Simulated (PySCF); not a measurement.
Se(OH)(OSiH3), H4O2SeSi, SMILES O[Se]O[SiH3] at its CAM-B3LYP/def2-SVP optimised geometry (Å):

```
8

Se    -1.8388     1.4063     0.2165
O     -1.9766     1.3680     1.9930
H     -2.2163     0.4706     2.2651
O     -0.1250     0.9115     0.0000
Si     0.3560    -0.6955     0.0000
H     -0.1550    -1.3859     1.2188
H      1.8388    -0.6955     0.0000
H     -0.1594    -1.4063    -1.2020
```

Method: PySCF with CAM-B3LYP/def2-TZVP. Cells within 0.4 Å of a nucleus heavier than hydrogen are left out (blank, or x).

Map of the electron localisation function on the plane z = 0.0 Å:

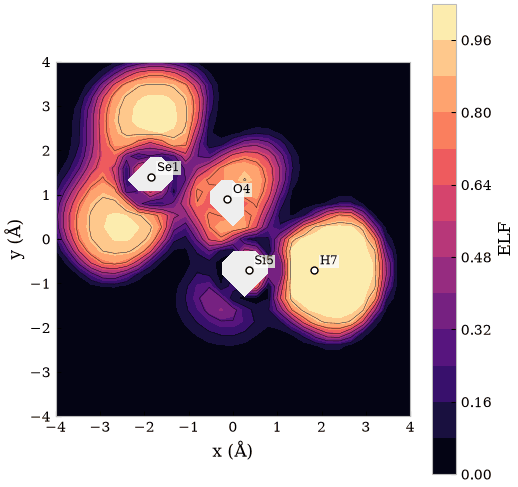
*Electron localisation function on the plane z = 0.0 Å.*
